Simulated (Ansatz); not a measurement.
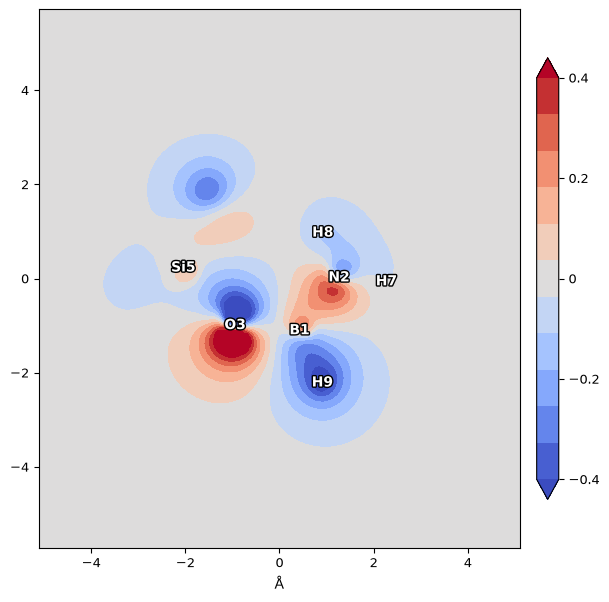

The picture shows: BH8NO2Si2 (SMILES NBO[SiH2]O[SiH3]). The HOMO−1 on the plane of atoms H7, N2 and H8 (values in Å⁻³ᐟ²; the overall sign is arbitrary).

Geometry: PBE0-D4/def2-SVP.

Level of theory: Ansatz 0.2.0, isolated molecule in a Gaussian basis; Kohn-Sham density functional theory, functional PBE0.

```xyz
14

B     0.5231    2.4650   -0.8988
N     0.0779    3.1095    0.2622
O     0.2983    1.1267   -1.1254
O    -0.5891    0.1870    1.2679
Si   -0.5166   -0.0923   -0.3682
Si    0.2504   -0.0442    2.6846
H     0.2478    4.0908    0.4285
H    -0.4296    2.6370    1.0002
H     1.1309    3.0930   -1.7371
H     0.2203   -1.3587   -0.6256
H    -1.9143   -0.1502   -0.8686
H     1.5199   -0.7876    2.4231
H     0.5661    1.2908    3.2729
H    -0.5934   -0.8170    3.6402
```

Question: Where does this orbital lie, and at what energy?

Answer: By Hirshfeld shares it lies mainly on O3 (about 25 %), O4 (about 15 %), H9 (about 10 %), B1 (about 10 %), Si5 (about 10 %) and Si6 (about 5 %). Its energy is −8.71 eV.
